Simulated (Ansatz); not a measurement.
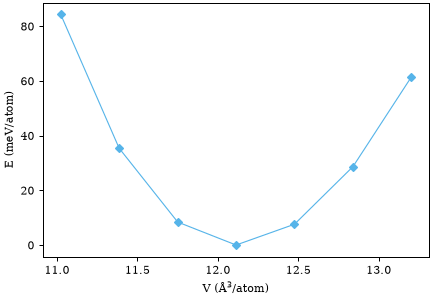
*HfN in space group I4_1md (No. 109; Hf on 4a, N on 4a) under volume change, DFT-PBE in the program Ansatz with PAW potentials, shape and atoms relaxed at each volume.*

Problem. What does a third-order Birch–Murnaghan fit give for V₀, B₀ and B′?

Solution. V₀ = 12.11 Å³/atom, B₀ = 233 GPa, B′ = 4.2.

The cell is a constructed one: a structure type filled with these elements; neither database checked (COD, Materials Project) lists it. It is not the phase usual at ambient conditions (space group No. 225). The cell was relaxed with PBE under the symmetry of its start; whether a distortion lowers the energy is not shown. The run is not spin-polarised. Scalar-relativistic: spin–orbit coupling is off unless named, which matters more the heavier the elements.

Potentials: the later of the program's two PAW sets.
